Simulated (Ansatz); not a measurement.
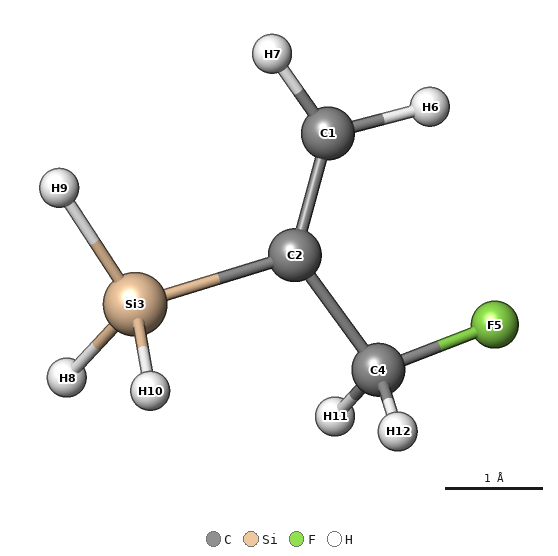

**Figure 1.** The starting structure (ball-and-stick view, seen at a tilt; atoms are numbered from 1 in the order of the input).

# Geometry relaxation of C$_{3}$H$_{7}$FSi

C$_{3}$H$_{7}$FSi, computed with RKS r2SCAN-D4/cc-pVDZ (Ansatz 0.2.0).

It belongs to a series of runs on one base structure; here: end point A relaxed. Figures and captions count atoms from 1; the log counts them from 0 in places.

## Log
```
The last accepted step is kept in [file] (removed where the run ends without a failure and the disk answers)
Engine: ansatz 0.2.0, aarch64-unknown-linux-gnu
Functional definition: r2SCAN
  parameter k0 = 0.174
  parameter k1 = 0.065
  parameter a1 = 4.9479
  exchange = r2scan_x(k0 = k0, k1 = k1, a1 = a1)
  correlation = r2scan_c
1320 factors; their error is unknown
mean field evaluation 1: about -13809.1164 eV, gradient 4.5e1 eV
mean field evaluation 2: about -13805.1762 eV, gradient 5.8e1 eV
mean field evaluation 4: about -13814.4983 eV, gradient 2.4e0 eV
mean field evaluation 8: about -13814.5133 eV, gradient 6.3e-2 eV
mean field evaluation 16: about -13814.4695 eV, gradient 4.8e-5 eV
mean field -13814.46952227 eV, -507.6723911597 hartree, gradient 7.9e-6 eV, S^2 0.000000; 0 other end points of the search recorded, 0 dependent functions left out
the calculation of the forces begins
reference -13814.46953272 eV, -507.6723915439 hartree; 24, 24 occupied and 85, 85 virtual orbitals, 1320 factors
relax step   1: F+E_penalty+E_count = -13814.53045524 eV  Δ(F+E_penalty+E_count) = +0.000e0 eV  max|allowed force component| = 4.127e0 eV/Å  Δτ_max = 0.0000 Å  (28 SCF iters, accepted)
these checks for a lower state are left out or cut short: starts, cluster_reference, orbital_swaps, neighbouring_geometries, increment
1320 factors; their error is unknown
mean field -13814.82703216 eV, -507.6855294057 hartree, gradient 1.1e-5 eV, S^2 0.000000; 0 other end points of the search recorded, 0 dependent functions left out
the calculation of the forces begins
reference -13814.82704265 eV, -507.6855297913 hartree; 24, 24 occupied and 85, 85 virtual orbitals, 1320 factors
relax step   2: F+E_penalty+E_count = -13814.88765059 eV  Δ(F+E_penalty+E_count) = -3.572e-1 eV  max|allowed force component| = 1.358e0 eV/Å  Δτ_max = 0.0938 Å  (30 SCF iters, accepted)
these checks for a lower state are left out or cut short: starts, cluster_reference, orbital_swaps, neighbouring_geometries, increment
1320 factors; their error is unknown
mean field evaluation 32: about -13814.8628 eV, gradient 1.5e-5 eV
mean field -13814.86284251 eV, -507.6868454119 hartree, gradient 1.5e-5 eV, S^2 0.000000; 0 other end points of the search recorded, 0 dependent functions left out
the calculation of the forces begins
reference -13814.86285300 eV, -507.6868457974 hartree; 24, 24 occupied and 85, 85 virtual orbitals, 1320 factors
relax step   3: F+E_penalty+E_count = -13814.92347743 eV  Δ(F+E_penalty+E_count) = -3.583e-2 eV  max|allowed force component| = 8.547e-1 eV/Å  Δτ_max = 0.0578 Å  (31 SCF iters, accepted)
these checks for a lower state are left out or cut short: starts, cluster_reference, orbital_swaps, neighbouring_geometries, increment
1320 factors; their error is unknown
mean field -13814.88011669 eV, -507.6874802264 hartree, gradient 1.6e-5 eV, S^2 0.000000; 0 other end points of the search recorded, 0 dependent functions left out
the calculation of the forces begins
reference -13814.88012719 eV, -507.6874806123 hartree; 24, 24 occupied and 85, 85 virtual orbitals, 1320 factors
relax step   4: F+E_penalty+E_count = -13814.94065501 eV  Δ(F+E_penalty+E_count) = -1.718e-2 eV  max|allowed force component| = 2.986e-1 eV/Å  Δτ_max = 0.1232 Å  (30 SCF iters, accepted)
these checks for a lower state are left out or cut short: starts, cluster_reference, orbital_swaps, neighbouring_geometries, increment
1320 factors; their error is unknown
mean field -13814.89010446 eV, -507.6878472700 hartree, gradient 1.6e-5 eV, S^2 0.000000; 0 other end points of the search recorded, 0 dependent functions left out
the calculation of the forces begins
reference -13814.89011495 eV, -507.6878476555 hartree; 24, 24 occupied and 85, 85 virtual orbitals, 1320 factors
relax step   5: F+E_penalty+E_count = -13814.95067816 eV  Δ(F+E_penalty+E_count) = -1.002e-2 eV  max|allowed force component| = 3.331e-1 eV/Å  Δτ_max = 0.0749 Å  (30 SCF iters, accepted)
these checks for a lower state are left out or cut short: starts, cluster_reference, orbital_swaps, neighbouring_geometries, increment
1320 factors; their error is unknown
mean field -13814.89521357 eV, -507.6880350266 hartree, gradient 1.6e-5 eV, S^2 0.000000; 0 other end points of the search recorded, 0 dependent functions left out
the calculation of the forces begins
reference -13814.89522407 eV, -507.6880354124 hartree; 24, 24 occupied and 85, 85 virtual orbitals, 1320 factors
relax step   6: F+E_penalty+E_count = -13814.95575783 eV  Δ(F+E_penalty+E_count) = -5.080e-3 eV  max|allowed force component| = 8.305e-2 eV/Å  Δτ_max = 0.0448 Å  (30 SCF iters, accepted)
these checks for a lower state are left out or cut short: starts, cluster_reference, orbital_swaps, neighbouring_geometries, increment
1320 factors; their error is unknown
mean field -13814.89580614 eV, -507.6880568031 hartree, gradient 1.6e-5 eV, S^2 0.000000; 0 other end points of the search recorded, 0 dependent functions left out
the calculation of the forces begins
reference -13814.89581664 eV, -507.6880571888 hartree; 24, 24 occupied and 85, 85 virtual orbitals, 1320 factors
relax step   7: F+E_penalty+E_count = -13814.95636436 eV  Δ(F+E_penalty+E_count) = -6.065e-4 eV  max|allowed force component| = 1.838e-2 eV/Å  Δτ_max = 0.0091 Å  (32 SCF iters, accepted)
1320 factors; their error is unknown
mean field evaluation 64: about -13805.2654 eV, gradient 5.9e1 eV
```

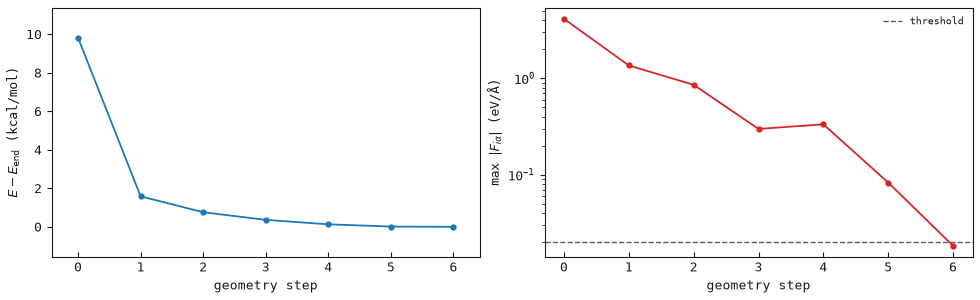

**Figure 2.** Progress of the relaxation, step by step (the first geometry is step 0 here and step 1 in the log).

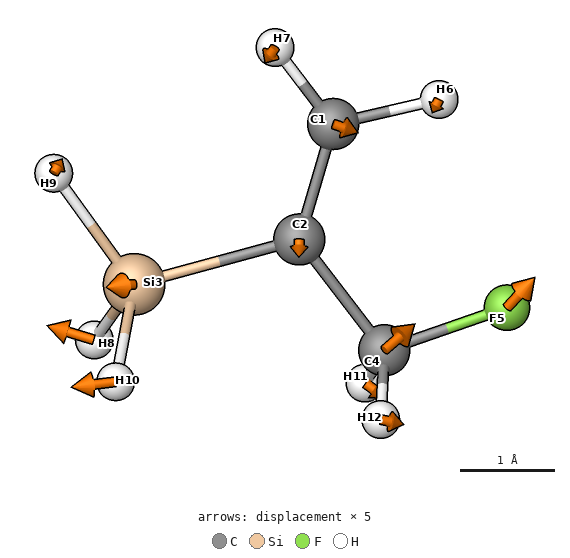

**Figure 3.** The starting structure with the displacements as orange arrows, magnified 5 times (ball-and-stick view, seen at a tilt). The two geometries are laid on each other by the best rigid fit. The energy falls by 9.82 kcal/mol in 6 geometry steps. The largest force component goes from 4.1 to 0.018 eV/Å. The largest move after the best rigid fit is that of H8, 0.11 Å. Largest moves by element: H 0.11 Å, F 0.10 Å, C 0.10 Å, Si 0.08 Å. Distances before and after: C1–H6 1.167 → 1.095 Å, C4–H12 1.041 → 1.107 Å, C2–Si3 1.835 → 1.887 Å, Si3–H8 1.455 → 1.500 Å. Among the angles that change: H11–C4–H12 114.6° → 107.5°, C1–C2–C4 127.1° → 120.7°, C2–C1–H7 127.6° → 121.6°. (Atoms are counted from 1 in the order of the input.)

```
mean field -13814.89580614 eV, -507.6880568031 hartree, gradient 2.1e-5 eV, S^2 0.000000; 1 other end points of the search recorded, 0 dependent functions left out
the calculation of the forces begins
reference -13814.89581664 eV, -507.6880571888 hartree; 24, 24 occupied and 85, 85 virtual orbitals, 1320 factors
Total energy: -13814.95637486 eV, -507.6902826623 hartree
Atom 0 at    -1.039039     0.474448     1.122112 Å, force     0.015319    -0.007734    -0.015538 eV/Å
Atom 1 at    -0.190169     0.147127     0.132246 Å, force     0.002191     0.002872    -0.009958 eV/Å
Atom 2 at     0.932230    -1.363966     0.268601 Å, force    -0.003281     0.003020     0.001478 eV/Å
Atom 3 at    -0.111377     0.976574    -1.116285 Å, force    -0.009405    -0.003506     0.018383 eV/Å
Atom 4 at    -0.987247     2.055942    -1.083643 Å, force     0.001747     0.003025    -0.005860 eV/Å
Atom 5 at    -1.687823     1.351896     1.035000 Å, force    -0.000557     0.000170     0.004403 eV/Å
Atom 6 at    -1.107714    -0.120486     2.037374 Å, force    -0.002538     0.003300    -0.000618 eV/Å
Atom 7 at     0.656486    -2.325034    -0.849962 Å, force     0.003718     0.000551    -0.001873 eV/Å
Atom 8 at     0.683609    -2.032126     1.582173 Å, force    -0.004607     0.003170     0.003273 eV/Å
Atom 9 at     2.373624    -0.959529     0.169826 Å, force    -0.000568    -0.000533    -0.003961 eV/Å
Atom 10 at    -0.358032     0.366115    -2.006331 Å, force     0.000468    -0.002338     0.004947 eV/Å
Atom 11 at     0.912354     1.373839    -1.257210 Å, force    -0.002487    -0.001997     0.005323 eV/Å
Dipole moment:     0.128242    -0.160778    -0.001952 e Å
```

## Trajectory as extended XYZ (Å, eV, eV/Å), 7 frames, from step=1 to step=7
```
12
Properties=species:S:1:pos:R:3:forces:R:3 step=1 energy=-13814.53046
C    -1.0192    0.4304    1.1585   -2.5279   3.4370  -0.4987
C    -0.2230    0.1385    0.1560    1.6318  -0.2286  -1.4386
Si    0.8697   -1.3343    0.2290    1.1767  -0.4517   1.3063
C    -0.0207    0.9419   -1.1213   -4.1271  -0.8987   0.9499
F    -0.9388    1.9940   -1.1407    0.0971   0.6307   0.0201
H    -1.7100    1.3652    1.0580    1.1549  -1.4117   0.2325
H    -1.1280   -0.0956    2.0701    0.0510  -0.9817   0.9809
H     0.6352   -2.2285   -0.8949   -0.1807  -0.5744  -0.6018
H     0.7206   -2.0391    1.5701   -0.0752   0.1052  -0.4400
H     2.3128   -0.8841    0.1455   -0.1433  -0.0720  -0.0795
H    -0.3593    0.3214   -1.9696    0.6836  -0.2306  -0.1615
H     0.9376    1.3350   -1.2268    2.2591   0.6763  -0.2695
12
Properties=species:S:1:pos:R:3:forces:R:3 step=2 energy=-13814.88765
C    -1.0343    0.4605    1.1398   -0.8677   1.3575   0.0126
C    -0.1885    0.1505    0.1555    0.1026  -0.0486  -0.5184
Si    0.9243   -1.3442    0.2634    0.3484  -0.3210   0.2320
C    -0.0938    0.9610   -1.1191   -0.9746  -0.0757   0.5300
F    -0.9859    2.0409   -1.1403    0.1989  -0.2100   0.1276
H    -1.6274    1.4083    1.0688    0.2439  -0.7129  -0.0229
H    -1.2039   -0.1349    2.0339    0.2592  -0.1962   0.1636
H     0.6551   -2.2807   -0.8593   -0.0436  -0.1606  -0.2079
H     0.7125   -2.0709    1.5627    0.0073   0.1402  -0.1003
H     2.3651   -0.9195    0.1384   -0.1011  -0.0251   0.0465
H    -0.3548    0.3136   -1.9784    0.1866   0.0412  -0.0164
H     0.9085    1.3603   -1.2316    0.6399   0.2113  -0.2464
12
Properties=species:S:1:pos:R:3:forces:R:3 step=3 energy=-13814.92348
C    -1.0451    0.4807    1.1395   -0.5159   0.6423   0.1348
C    -0.2055    0.1706    0.1488    0.5492  -0.8547   0.1107
Si    0.9258   -1.3527    0.2500   -0.0347   0.0336   0.1999
C    -0.1022    0.9620   -1.0953   -0.0928   0.2446  -0.5223
F    -0.9952    2.0224   -1.1224   -0.0893   0.1530  -0.0234
H    -1.6660    1.3867    1.0801    0.0297  -0.1322  -0.0998
H    -1.1705   -0.1123    2.0418    0.1835  -0.2289   0.1501
H     0.6551   -2.3110   -0.8663   -0.0453  -0.0084  -0.0854
H     0.7014   -2.0534    1.5575    0.0154   0.0798  -0.0618
H     2.3659   -0.9365    0.1320   -0.0614   0.0000   0.0208
H    -0.2977    0.3222   -1.9787   -0.1396  -0.0350   0.0219
H     0.9108    1.3661   -1.2531    0.2012   0.1061   0.1544
12
Properties=species:S:1:pos:R:3:forces:R:3 step=4 energy=-13814.94066
C    -1.0325    0.4820    1.1364   -0.2986   0.0722  -0.0710
C    -0.1866    0.1501    0.1435   -0.0623   0.0991   0.1610
Si    0.9286   -1.3676    0.2645    0.0779   0.0645  -0.0363
C    -0.1050    0.9765   -1.1095   -0.0539  -0.0602  -0.0446
F    -0.9782    2.0641   -1.1037    0.0717  -0.2079   0.0562
H    -1.7354    1.3209    1.0023    0.2695  -0.0669   0.1205
H    -1.0981   -0.0789    2.0800    0.0399   0.0116  -0.2364
H     0.6419   -2.3143   -0.8662   -0.0042   0.0311   0.0279
H     0.6955   -2.0575    1.5692   -0.0088   0.0241   0.0124
H     2.3653   -0.9498    0.1480    0.0167  -0.0506   0.0112
H    -0.3410    0.3466   -1.9919    0.0104   0.1184   0.0095
H     0.9223    1.3727   -1.2386   -0.0582  -0.0353  -0.0106
12
Properties=species:S:1:pos:R:3:forces:R:3 step=5 energy=-13814.95068
C    -1.0496    0.4743    1.1240   -0.0977   0.0685   0.1515
C    -0.1847    0.1572    0.1501   -0.0058  -0.0808  -0.3331
Si    0.9445   -1.3509    0.2681   -0.0450  -0.0292   0.0329
C    -0.1157    0.9686   -1.1138    0.1619   0.0095   0.0960
F    -0.9574    2.0726   -1.0851   -0.0415  -0.0014   0.0258
H    -1.6995    1.3515    1.0344   -0.0086  -0.0283  -0.0280
H    -1.1352   -0.1251    2.0342    0.0436   0.0126   0.0410
H     0.6535   -2.2968   -0.8589    0.0183  -0.0069  -0.0111
H     0.6994   -2.0336    1.5730   -0.0083  -0.0146   0.0332
H     2.3893   -0.9592    0.1700   -0.0165   0.0294  -0.0147
H    -0.3868    0.3559   -1.9964   -0.0051  -0.0150   0.0699
H     0.9192    1.3304   -1.2657    0.0046   0.0562  -0.0634
12
Properties=species:S:1:pos:R:3:forces:R:3 step=6 energy=-13814.95576
C    -1.0378    0.4739    1.1194    0.0029  -0.0067  -0.0024
C    -0.1879    0.1473    0.1299   -0.0423   0.0060   0.0563
Si    0.9324   -1.3633    0.2716    0.0246  -0.0348  -0.0004
C    -0.1126    0.9767   -1.1159   -0.0287   0.0831  -0.0539
F    -0.9853    2.0604   -1.0820    0.0044  -0.0268   0.0242
H    -1.6890    1.3501    1.0330    0.0131  -0.0110   0.0011
H    -1.1057   -0.1219    2.0342   -0.0034   0.0070   0.0014
H     0.6563   -2.3251   -0.8460    0.0069  -0.0004  -0.0094
H     0.6866   -2.0371    1.5839   -0.0189   0.0276  -0.0067
H     2.3752   -0.9630    0.1765   -0.0021   0.0057  -0.0111
H    -0.3640    0.3729   -2.0074   -0.0085  -0.0511  -0.0152
H     0.9086    1.3739   -1.2635    0.0520   0.0014   0.0162
12
Properties=species:S:1:pos:R:3:forces:R:3 step=7 energy=-13814.95636
C    -1.0390    0.4744    1.1221    0.0153  -0.0077  -0.0155
C    -0.1902    0.1471    0.1322    0.0022   0.0029  -0.0100
Si    0.9322   -1.3640    0.2686   -0.0033   0.0030   0.0015
C    -0.1114    0.9766   -1.1163   -0.0094  -0.0035   0.0184
F    -0.9872    2.0559   -1.0836    0.0017   0.0030  -0.0059
H    -1.6878    1.3519    1.0350   -0.0006   0.0002   0.0044
H    -1.1077   -0.1205    2.0374   -0.0025   0.0033  -0.0006
H     0.6565   -2.3250   -0.8500    0.0037   0.0006  -0.0019
H     0.6836   -2.0321    1.5822   -0.0046   0.0032   0.0033
H     2.3736   -0.9595    0.1698   -0.0006  -0.0005  -0.0040
H    -0.3580    0.3661   -2.0063    0.0005  -0.0023   0.0049
H     0.9124    1.3738   -1.2572   -0.0025  -0.0020   0.0053
```

The run was set up as follows.

## The input
```yaml
crystal:
  periodic: [false, false, false]
  atoms:
    - { symbol: C, position_ang: [-1.0192, 0.4304, 1.1585] }
    - { symbol: C, position_ang: [-0.223, 0.1385, 0.156] }
    - { symbol: Si, position_ang: [0.8697, -1.3343, 0.229] }
    - { symbol: C, position_ang: [-0.0207, 0.9419, -1.1213] }
    - { symbol: F, position_ang: [-0.9388, 1.994, -1.1407] }
    - { symbol: H, position_ang: [-1.71, 1.3652, 1.058] }
    - { symbol: H, position_ang: [-1.128, -0.0956, 2.0701] }
    - { symbol: H, position_ang: [0.6352, -2.2285, -0.8949] }
    - { symbol: H, position_ang: [0.7206, -2.0391, 1.5701] }
    - { symbol: H, position_ang: [2.3128, -0.8841, 0.1455] }
    - { symbol: H, position_ang: [-0.3593, 0.3214, -1.9696] }
    - { symbol: H, position_ang: [0.9376, 1.335, -1.2268] }
basis:
  gaussian: { orbitals: cc-pVDZ }
hamiltonian:
  xc: r2scan
  dispersion: d4
relax:
  f_tol: 0.02
  max_steps: 50
```

Command:
```bash
ansatz run input.yaml --threads 2 --pin off --max-ram 3072MiB --backend cpu --events-out ev --progress --plain --runs-dir out
```

## Summary

```csv
quantity,value
outcome,converged
total energy,−13814.9564 eV
mean-field energy,−13814.8958 eV
largest force (length of the vector) at the end,0.023 eV/Å
hardware,"2 threads of Arm Neoverse V1, 24 GiB of memory available, shared host"
wall time,35 s (CPU time 68 s)
peak memory,0.17 GiB
```
